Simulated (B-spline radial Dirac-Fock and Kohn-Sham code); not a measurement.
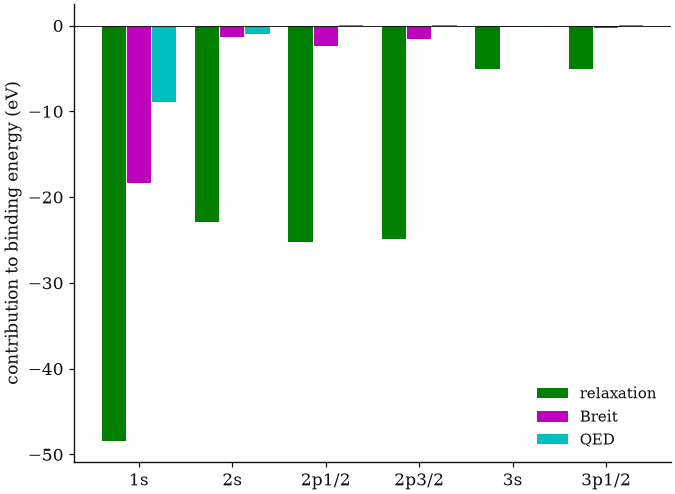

Bars give the relaxation, Breit and QED contributions (eV) to the binding energies of the deepest subshells, counted from the Koopmans value. The figure is for selenium in charge state +4 (Se⁴⁺) ([Ar] 3d10 4s2), inside a Watson sphere of charge −4 and radius 2.4 Å that stands in for a crystal. Level of theory: Dirac–Fock ΔSCF (average of configuration, Fermi nucleus, Breit and QED terms, no correlation); calculated with a B-spline radial atomic code.

**Which correction is largest for 1s?**

Relaxation, −48.4 eV.

**How does the QED term of 2p1/2 compare with that of 1s?**

0.11 eV against −8.92 eV; the QED terms are weighted to the region near the nucleus, where s electrons have the most density. Its sign is opposite here.
